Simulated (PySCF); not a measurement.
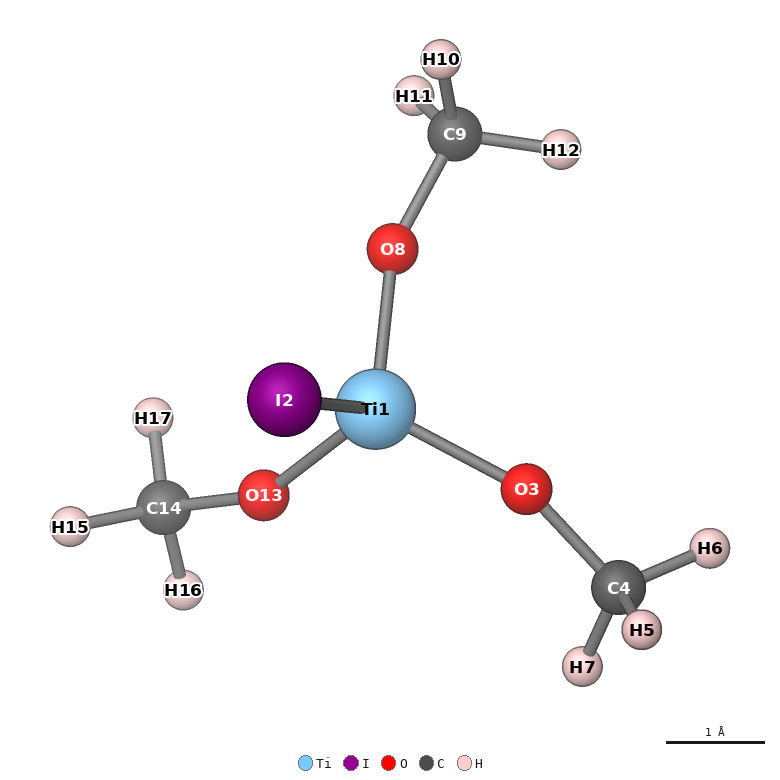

Orthographic view. Distant atoms are faded towards the background colour. The species is neutral and a spin singlet. The computed structure is the end point of a PBE0-D3(BJ)/def2-SVP optimisation. No frequency run is at hand to confirm it as a minimum.

List the bonded neighbours of every atom.

Ti1: I2, O3, O8, O13
I2: Ti1
O3: Ti1, C4
C4: O3, H5, H6, H7
O8: Ti1, C9
C9: O8, H10, H11, H12
O13: Ti1, C14
C14: O13, H15, H16, H17
(terminal hydrogens appear only as neighbours)
